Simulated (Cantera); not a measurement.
Input: 1 mol CCl₄, 0.46 mol CH₄, equilibrated at 0.00133 bar.

These are equilibrium values from Cantera (NASA tables, ideal gas, pure condensed phases), not measurements of a reactor. Candidate condensed phases: C, C₆H₆, C₇H₈, C₈H₁₈; 91 gas species. The tables' values for CCl are old estimates; treat these amounts as uncertain. The numbers say what is thermodynamically allowed, not how fast it happens.

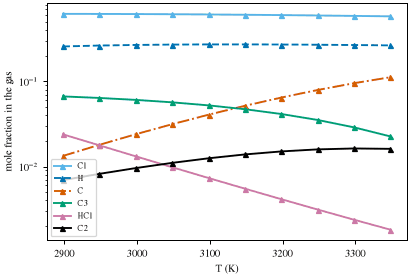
Fig. 1. Equilibrium gas composition (values under 1e-9 drawn at 1e-9)

From 2898 K to 3348 K nothing is condensed. The main C-bearing gas is C₃ at 2898 K and C at 3348 K.
